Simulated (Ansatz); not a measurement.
**ScAl3, response to strain**

The parent structure is ScAl3 in the Cu3Au type structure (space group Pm-3m, No. 221; a = 4.086 Å).

Strains are applied to the cell and any free atomic positions relax.

Calculations: DFT with r2SCAN, PAW potentials and a 500 eV plane-wave cutoff in Ansatz (an electronic-structure program), scalar-relativistic without spin-orbit coupling.

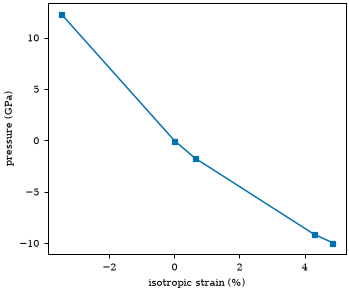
Figure. Pressure against isotropic strain

**Question.** From the plot, what is the pressure for isotropic strain +4.86 %?

**Answer.** About -10 GPa.

**Question.** Is the trend monotonic over the range shown?

**Answer.** Yes, it falls throughout, spanning -10.0 GPa to 12.3 GPa.

Whether these cells are dynamically stable was not tested. All final runs are without spin polarisation.
